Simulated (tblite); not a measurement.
Geometry relaxation of C₇H₉ClO (part 3 of 4)

The same run, continued: C₇H₉ClO; GFN2-xTB geometry optimisation, gas phase (tblite 0.8.0). 

Geometry of the input (Å):
```
C  2.4732  1.0427  -0.4103
C  1.5298  0.1433  -0.7229
C  0.7065  -0.3708  0.4038
C  -0.1897  -1.5460  0.2314
C  -0.7934  -0.1532  0.3156
C  -1.3915  0.2633  -1.0156
C  -1.4483  0.2903  1.5558
O  -0.9210  -0.0721  2.6212
Cl -2.9042  1.2804  1.5520
H  2.6024  1.4018  0.6192
H  3.0886  1.4339  -1.1942
H  1.4226  -0.1937  -1.7455
H  1.1802  -0.2394  1.4032
H  -0.2477  -2.0535  -0.7472
H  -0.4568  -2.1901  1.1004
H  -1.4942  1.3662  -1.1009
H  -2.3997  -0.2069  -1.0680
H  -0.7655  -0.1899  -1.8096
```

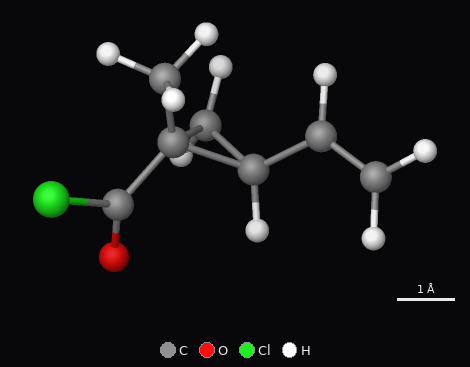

Fig. 1: The geometry at step 57 of the log (ball-and-stick view, seen at a tilt).

Trajectory as extended XYZ, continued
```
18
Properties=species:S:1:pos:R:3:forces:R:3 step=45 energy=-765.99866
C     2.5436    1.0221   -0.4829   -0.0030  -0.0030  -0.0010
C     1.5634    0.1515   -0.6635   -0.0060   0.0050   0.0040
C     0.6901   -0.3161    0.4213    0.0050  -0.0090   0.0000
C    -0.1353   -1.5486    0.2846    0.0070   0.0010  -0.0010
C    -0.8453   -0.2104    0.2835   -0.0050  -0.0010   0.0040
C    -1.4556    0.3137   -0.9915    0.0040   0.0030  -0.0080
C    -1.4885    0.1202    1.5603   -0.0080  -0.0010   0.0060
O    -1.1710   -0.2560    2.6447    0.0070  -0.0030   0.0060
Cl   -2.8738    1.2184    1.4132    0.0000   0.0050  -0.0130
H     2.7473    1.4532    0.4834    0.0030  -0.0100  -0.0050
H     3.1799    1.3356   -1.2920   -0.0020   0.0030   0.0050
H     1.3835   -0.2675   -1.6443   -0.0110   0.0110   0.0070
H     1.0567   -0.0870    1.4153   -0.0020  -0.0020  -0.0040
H    -0.1109   -2.0801   -0.6549    0.0020   0.0030   0.0010
H    -0.2610   -2.1773    1.1530    0.0020   0.0070  -0.0020
H    -1.4213    1.4007   -1.0179    0.0050   0.0080   0.0030
H    -2.4950    0.0016   -1.0713    0.0020  -0.0060   0.0100
H    -0.9156   -0.0675   -1.8525    0.0000  -0.0100  -0.0130
18
Properties=species:S:1:pos:R:3:forces:R:3 step=47 energy=-765.99875
C     2.5444    1.0216   -0.4830   -0.0020   0.0050  -0.0020
C     1.5628    0.1525   -0.6628   -0.0050   0.0050   0.0010
C     0.6902   -0.3162    0.4217   -0.0060   0.0030   0.0020
C    -0.1349   -1.5483    0.2844    0.0040  -0.0020   0.0020
C    -0.8459   -0.2112    0.2836    0.0050   0.0110   0.0010
C    -1.4554    0.3135   -0.9917    0.0040   0.0010  -0.0050
C    -1.4894    0.1189    1.5604   -0.0100   0.0070  -0.0100
O    -1.1727   -0.2575    2.6448    0.0080  -0.0070   0.0140
Cl   -2.8738    1.2186    1.4123    0.0010   0.0040  -0.0100
H     2.7505    1.4534    0.4824    0.0000  -0.0160   0.0030
H     3.1795    1.3350   -1.2928   -0.0010   0.0030  -0.0010
H     1.3811   -0.2647   -1.6439   -0.0090   0.0060   0.0010
H     1.0569   -0.0867    1.4155   -0.0020  -0.0030   0.0020
H    -0.1099   -2.0803   -0.6545    0.0020  -0.0010  -0.0070
H    -0.2615   -2.1761    1.1529    0.0040  -0.0060   0.0090
H    -1.4197    1.4009   -1.0182    0.0040  -0.0070   0.0000
H    -2.4955    0.0023   -1.0706    0.0130   0.0000   0.0060
H    -0.9154   -0.0696   -1.8522   -0.0110  -0.0020  -0.0050
18
Properties=species:S:1:pos:R:3:forces:R:3 step=49 energy=-765.99885
C     2.5447    1.0216   -0.4826   -0.0020   0.0070  -0.0010
C     1.5617    0.1540   -0.6620   -0.0020   0.0030  -0.0050
C     0.6901   -0.3167    0.4221   -0.0060   0.0130   0.0030
C    -0.1348   -1.5487    0.2842   -0.0060  -0.0020   0.0040
C    -0.8461   -0.2114    0.2839    0.0110   0.0040  -0.0020
C    -1.4548    0.3130   -0.9923    0.0060  -0.0060   0.0090
C    -1.4900    0.1187    1.5607    0.0080   0.0030  -0.0080
O    -1.1725   -0.2573    2.6452   -0.0080   0.0030  -0.0060
Cl   -2.8732    1.2194    1.4103    0.0010   0.0000   0.0000
H     2.7539    1.4519    0.4824   -0.0010  -0.0160   0.0140
H     3.1784    1.3361   -1.2930    0.0000   0.0020  -0.0080
H     1.3777   -0.2602   -1.6437   -0.0090   0.0020  -0.0070
H     1.0569   -0.0879    1.4158   -0.0010  -0.0020   0.0090
H    -0.1102   -2.0809   -0.6547    0.0030   0.0020  -0.0020
H    -0.2619   -2.1754    1.1533    0.0060  -0.0110   0.0060
H    -1.4180    1.4005   -1.0189    0.0030  -0.0130  -0.0060
H    -2.4950    0.0019   -1.0696    0.0090   0.0040   0.0000
H    -0.9155   -0.0723   -1.8526   -0.0140   0.0060   0.0010
18
Properties=species:S:1:pos:R:3:forces:R:3 step=51 energy=-765.99899
C     2.5449    1.0222   -0.4821   -0.0020   0.0010  -0.0010
C     1.5600    0.1566   -0.6612    0.0010   0.0020  -0.0080
C     0.6897   -0.3168    0.4229    0.0100   0.0060   0.0010
C    -0.1348   -1.5494    0.2842   -0.0020   0.0030   0.0060
C    -0.8456   -0.2117    0.2841    0.0060  -0.0110   0.0000
C    -1.4535    0.3118   -0.9926    0.0010  -0.0080   0.0120
C    -1.4903    0.1188    1.5604    0.0190   0.0010   0.0080
O    -1.1726   -0.2564    2.6455   -0.0240   0.0140  -0.0300
Cl   -2.8722    1.2207    1.4069    0.0010  -0.0030   0.0110
H     2.7589    1.4484    0.4837   -0.0030  -0.0150   0.0140
H     3.1764    1.3381   -1.2938   -0.0030   0.0020  -0.0050
H     1.3719   -0.2533   -1.6439   -0.0060   0.0010  -0.0080
H     1.0569   -0.0900    1.4168   -0.0010   0.0020   0.0080
H    -0.1106   -2.0819   -0.6551    0.0030   0.0080   0.0130
H    -0.2619   -2.1754    1.1543    0.0080  -0.0080  -0.0070
H    -1.4154    1.3988   -1.0202    0.0040  -0.0030  -0.0110
H    -2.4936    0.0017   -1.0681   -0.0090   0.0030  -0.0030
H    -0.9169   -0.0758   -1.8533   -0.0040   0.0060   0.0000
18
Properties=species:S:1:pos:R:3:forces:R:3 step=53 energy=-765.99917
C     2.5456    1.0226   -0.4826    0.0000  -0.0100   0.0010
C     1.5577    0.1601   -0.6607    0.0030  -0.0030  -0.0040
C     0.6897   -0.3154    0.4244    0.0180  -0.0100  -0.0010
C    -0.1339   -1.5495    0.2850    0.0160   0.0040   0.0060
C    -0.8447   -0.2124    0.2844   -0.0060  -0.0090   0.0010
C    -1.4520    0.3104   -0.9921   -0.0110   0.0000  -0.0060
C    -1.4912    0.1179    1.5592    0.0020   0.0070   0.0090
O    -1.1770   -0.2583    2.6447   -0.0150   0.0080  -0.0120
Cl   -2.8717    1.2218    1.4035    0.0000  -0.0010   0.0130
H     2.7654    1.4430    0.4848   -0.0030  -0.0140   0.0010
H     3.1749    1.3384   -1.2963   -0.0070   0.0050   0.0070
H     1.3636   -0.2454   -1.6442    0.0000   0.0050  -0.0040
H     1.0566   -0.0902    1.4190    0.0010   0.0070   0.0000
H    -0.1081   -2.0820   -0.6542    0.0030   0.0080   0.0140
H    -0.2606   -2.1755    1.1553    0.0100  -0.0050  -0.0120
H    -1.4107    1.3970   -1.0221    0.0040   0.0090  -0.0080
H    -2.4929    0.0034   -1.0658   -0.0230   0.0020  -0.0010
H    -0.9198   -0.0796   -1.8540    0.0090  -0.0030  -0.0030
18
Properties=species:S:1:pos:R:3:forces:R:3 step=55 energy=-765.99934
C     2.5468    1.0220   -0.4835    0.0040  -0.0120   0.0040
C     1.5558    0.1631   -0.6606    0.0020  -0.0100   0.0020
C     0.6906   -0.3138    0.4261    0.0010  -0.0070   0.0000
C    -0.1313   -1.5488    0.2865    0.0150  -0.0010   0.0020
C    -0.8442   -0.2135    0.2846   -0.0070   0.0070  -0.0020
C    -1.4515    0.3094   -0.9919   -0.0120   0.0050  -0.0170
C    -1.4930    0.1168    1.5581   -0.0160   0.0070  -0.0060
O    -1.1838   -0.2619    2.6437    0.0080  -0.0050   0.0220
Cl   -2.8718    1.2223    1.4017   -0.0050   0.0080   0.0050
H     2.7714    1.4374    0.4850    0.0000  -0.0100  -0.0050
H     3.1739    1.3376   -1.2991   -0.0060   0.0110   0.0110
H     1.3559   -0.2386   -1.6446    0.0040   0.0050  -0.0030
H     1.0564   -0.0883    1.4211    0.0060   0.0110  -0.0070
H    -0.1038   -2.0810   -0.6522    0.0030  -0.0010  -0.0030
H    -0.2584   -2.1758    1.1557    0.0110  -0.0060   0.0010
H    -1.4056    1.3960   -1.0244   -0.0010   0.0030  -0.0030
H    -2.4939    0.0063   -1.0633   -0.0120   0.0050  -0.0010
H    -0.9223   -0.0830   -1.8547    0.0070  -0.0090   0.0010
18
Properties=species:S:1:pos:R:3:forces:R:3 step=57 energy=-765.99947
C     2.5475    1.0209   -0.4834    0.0050  -0.0070   0.0040
C     1.5545    0.1646   -0.6605    0.0010  -0.0090   0.0010
C     0.6915   -0.3137    0.4271   -0.0160   0.0080  -0.0020
C    -0.1291   -1.5487    0.2876   -0.0100  -0.0030  -0.0030
C    -0.8442   -0.2140    0.2848   -0.0020   0.0070  -0.0010
C    -1.4517    0.3085   -0.9928    0.0000   0.0000   0.0000
C    -1.4942    0.1171    1.5577   -0.0090  -0.0050  -0.0070
O    -1.1871   -0.2626    2.6437    0.0130  -0.0050   0.0170
Cl   -2.8717    1.2236    1.4008   -0.0060   0.0120   0.0000
H     2.7759    1.4318    0.4859    0.0030  -0.0060   0.0030
H     3.1718    1.3393   -1.2997    0.0000   0.0110   0.0050
H     1.3503   -0.2320   -1.6455    0.0040   0.0010  -0.0030
H     1.0568   -0.0875    1.4221    0.0070   0.0110  -0.0090
H    -0.1019   -2.0805   -0.6511    0.0060  -0.0060  -0.0120
H    -0.2563   -2.1767    1.1559    0.0100  -0.0030   0.0080
H    -1.4022    1.3951   -1.0270   -0.0070  -0.0060  -0.0020
H    -2.4954    0.0078   -1.0621    0.0040   0.0090  -0.0050
H    -0.9233   -0.0867   -1.8551   -0.0050  -0.0090   0.0070
18
Properties=species:S:1:pos:R:3:forces:R:3 step=59 energy=-765.99960
C     2.5480    1.0196   -0.4821    0.0020   0.0000   0.0020
C     1.5534    0.1655   -0.6603    0.0000   0.0030  -0.0040
C     0.6915   -0.3142    0.4274   -0.0110   0.0110  -0.0060
C    -0.1285   -1.5494    0.2881   -0.0210   0.0000  -0.0050
C    -0.8443   -0.2141    0.2849   -0.0040  -0.0080   0.0050
C    -1.4518    0.3069   -0.9939    0.0080  -0.0050   0.0160
C    -1.4946    0.1181    1.5577    0.0060  -0.0100   0.0090
O    -1.1871   -0.2603    2.6443    0.0010   0.0040  -0.0140
Cl   -2.8713    1.2262    1.3997    0.0010   0.0040   0.0010
H     2.7802    1.4253    0.4883    0.0040  -0.0050   0.0110
H     3.1687    1.3439   -1.2987    0.0060   0.0040   0.0020
H     1.3453   -0.2246   -1.6470    0.0030  -0.0050  -0.0020
H     1.0579   -0.0878    1.4221    0.0020   0.0090  -0.0100
H    -0.1020   -2.0809   -0.6512    0.0070  -0.0020  -0.0030
H    -0.2539   -2.1782    1.1563    0.0050   0.0060   0.0010
H    -1.4002    1.3933   -1.0302   -0.0050  -0.0050  -0.0020
H    -2.4962    0.0084   -1.0618    0.0080   0.0070  -0.0060
H    -0.9239   -0.0913   -1.8552   -0.0110  -0.0070   0.0070
18
Properties=species:S:1:pos:R:3:forces:R:3 step=61 energy=-765.99971
C     2.5490    1.0183   -0.4813   -0.0020   0.0040   0.0020
C     1.5523    0.1666   -0.6604   -0.0030   0.0140  -0.0060
C     0.6908   -0.3133    0.4275    0.0020   0.0010  -0.0080
C    -0.1286   -1.5496    0.2883   -0.0010   0.0030  -0.0030
C    -0.8447   -0.2147    0.2852   -0.0080  -0.0110   0.0040
C    -1.4515    0.3056   -0.9938   -0.0010  -0.0020   0.0060
C    -1.4956    0.1177    1.5576    0.0050   0.0010   0.0110
O    -1.1886   -0.2603    2.6445   -0.0040   0.0040  -0.0140
Cl   -2.8713    1.2284    1.3987    0.0100  -0.0060   0.0030
H     2.7845    1.4194    0.4902    0.0020  -0.0050   0.0080
H     3.1671    1.3468   -1.2983    0.0070  -0.0050   0.0050
H     1.3409   -0.2189   -1.6482    0.0040  -0.0050  -0.0010
H     1.0588   -0.0862    1.4214   -0.0060   0.0040  -0.0080
H    -0.1000   -2.0810   -0.6511    0.0020   0.0020   0.0050
H    -0.2512   -2.1788    1.1569   -0.0020   0.0100  -0.0040
H    -1.3982    1.3917   -1.0328    0.0020   0.0010   0.0000
H    -2.4966    0.0104   -1.0615   -0.0020  -0.0020  -0.0020
H    -0.9257   -0.0958   -1.8547   -0.0060  -0.0070   0.0030
18
Properties=species:S:1:pos:R:3:forces:R:3 step=63 energy=-765.99978
C     2.5500    1.0174   -0.4815   -0.0020   0.0050   0.0020
C     1.5513    0.1682   -0.6609   -0.0050   0.0100  -0.0040
C     0.6902   -0.3117    0.4274    0.0020   0.0000  -0.0050
C    -0.1280   -1.5490    0.2886    0.0150   0.0020   0.0000
C    -0.8457   -0.2156    0.2856   -0.0030   0.0010  -0.0040
C    -1.4516    0.3052   -0.9932   -0.0100   0.0010  -0.0090
C    -1.4972    0.1164    1.5576    0.0000   0.0060  -0.0040
O    -1.1918   -0.2630    2.6441    0.0040  -0.0040   0.0110
Cl   -2.8713    1.2290    1.3986    0.0080  -0.0040   0.0020
H     2.7876    1.4159    0.4908    0.0000  -0.0040   0.0020
H     3.1676    1.3464   -1.2988    0.0070  -0.0070   0.0070
H     1.3383   -0.2168   -1.6485    0.0050   0.0000  -0.0030
H     1.0587   -0.0830    1.4207   -0.0080   0.0010  -0.0030
H    -0.0965   -2.0806   -0.6505   -0.0050  -0.0010   0.0010
H    -0.2492   -2.1781    1.1573   -0.0040   0.0050   0.0010
H    -1.3961    1.3911   -1.0339    0.0060   0.0010   0.0030
H    -2.4973    0.0130   -1.0610   -0.0090  -0.0060   0.0020
H    -0.9278   -0.0987   -1.8541   -0.0010  -0.0060   0.0000
18
Properties=species:S:1:pos:R:3:forces:R:3 step=65 energy=-765.99986
C     2.5508    1.0170   -0.4810    0.0010   0.0020   0.0010
C     1.5498    0.1708   -0.6619   -0.0010  -0.0020   0.0000
C     0.6897   -0.3102    0.4265   -0.0050   0.0070   0.0010
C    -0.1267   -1.5485    0.2888    0.0080   0.0000   0.0010
C    -0.8469   -0.2167    0.2858    0.0080   0.0110  -0.0090
C    -1.4524    0.3044   -0.9931   -0.0090  -0.0020  -0.0100
C    -1.4982    0.1159    1.5578    0.0020  -0.0020  -0.0120
O    -1.1939   -0.2646    2.6442    0.0100  -0.0070   0.0170
Cl   -2.8702    1.2296    1.3985   -0.0010   0.0050   0.0010
H     2.7909    1.4114    0.4923   -0.0040   0.0000  -0.0010
H     3.1684    1.3464   -1.2981    0.0100  -0.0050   0.0060
H     1.3361   -0.2139   -1.6495    0.0030   0.0090  -0.0040
H     1.0582   -0.0803    1.4193   -0.0050   0.0010   0.0040
H    -0.0941   -2.0804   -0.6499   -0.0070  -0.0050  -0.0050
H    -0.2476   -2.1770    1.1576   -0.0010  -0.0010   0.0060
H    -1.3937    1.3903   -1.0351    0.0040  -0.0050   0.0020
H    -2.4988    0.0146   -1.0605   -0.0110  -0.0030   0.0040
H    -0.9301   -0.1027   -1.8534   -0.0010  -0.0020  -0.0020
18
Properties=species:S:1:pos:R:3:forces:R:3 step=67 energy=-765.99995
C     2.5509    1.0171   -0.4795    0.0040  -0.0030  -0.0010
C     1.5483    0.1733   -0.6630    0.0070  -0.0080   0.0030
C     0.6890   -0.3095    0.4251   -0.0030   0.0070   0.0030
C    -0.1258   -1.5487    0.2885   -0.0090   0.0000   0.0000
C    -0.8475   -0.2172    0.2854    0.0060   0.0040  -0.0020
C    -1.4537    0.3028   -0.9939    0.0000  -0.0070   0.0020
C    -1.4974    0.1166    1.5580    0.0050  -0.0090  -0.0010
O    -1.1927   -0.2630    2.6449    0.0070  -0.0020  -0.0070
Cl   -2.8684    1.2312    1.3984   -0.0040   0.0070   0.0020
H     2.7933    1.4061    0.4955   -0.0080   0.0050  -0.0010
H     3.1688    1.3484   -1.2954    0.0120  -0.0040   0.0030
H     1.3344   -0.2091   -1.6515    0.0000   0.0150  -0.0030
H     1.0574   -0.0795    1.4179   -0.0020   0.0020   0.0060
H    -0.0947   -2.0812   -0.6500   -0.0040  -0.0030   0.0000
H    -0.2465   -2.1764    1.1581    0.0030   0.0000   0.0020
H    -1.3919    1.3885   -1.0368   -0.0030  -0.0080  -0.0040
H    -2.5006    0.0143   -1.0603   -0.0050   0.0020   0.0050
H    -0.9318   -0.1073   -1.8530   -0.0050   0.0020  -0.0060
18
Properties=species:S:1:pos:R:3:forces:R:3 step=69 energy=-766.00003
C     2.5514    1.0170   -0.4780    0.0070  -0.0070   0.0000
C     1.5475    0.1751   -0.6638    0.0100  -0.0020   0.0030
C     0.6883   -0.3084    0.4240    0.0050  -0.0060   0.0010
C    -0.1256   -1.5487    0.2882   -0.0100   0.0020   0.0000
C    -0.8477   -0.2173    0.2849   -0.0070  -0.0100   0.0060
C    -1.4550    0.3007   -0.9947    0.0040  -0.0040   0.0060
C    -1.4963    0.1166    1.5581   -0.0020   0.0010   0.0080
O    -1.1908   -0.2619    2.6452    0.0010   0.0010  -0.0240
Cl   -2.8669    1.2330    1.3985    0.0030  -0.0010   0.0040
H     2.7949    1.4015    0.4984   -0.0080   0.0080   0.0000
H     3.1701    1.3498   -1.2927    0.0100  -0.0040   0.0010
H     1.3327   -0.2033   -1.6536   -0.0040   0.0120   0.0000
H     1.0565   -0.0787    1.4171   -0.0010   0.0030   0.0010
H    -0.0958   -2.0820   -0.6502    0.0000   0.0020   0.0080
H    -0.2453   -2.1758    1.1587    0.0050   0.0030  -0.0050
H    -1.3904    1.3861   -1.0389   -0.0090  -0.0030  -0.0090
H    -2.5027    0.0141   -1.0597    0.0040   0.0030   0.0060
H    -0.9337   -0.1116   -1.8531   -0.0100   0.0010  -0.0070
```
